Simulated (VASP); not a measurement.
Band structure of HgTe (zinc blende). Computed with PBE GGA, VASP's PBE PAW potentials (set 64) (plane waves; VASP 6.6.1).

Unless said otherwise, spin-orbit coupling is left out, though it shifts the bands of the heavy elements here.

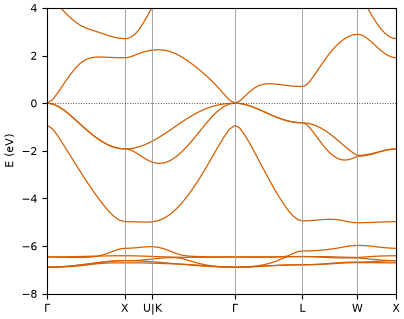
Fig. 1. Bands along high-symmetry lines, zero at the valence-band maximum or, without a gap, the Fermi level

Problem. Read the plot: is there a gap, and where are the band edges?

Solution. It has no gap at this level: it comes out as a metal or semimetal. (Edges off the drawn lines would not show.)

The compound is HgTe in the zinc blende structure. It was relaxed first, which changed the volume by +9 %.
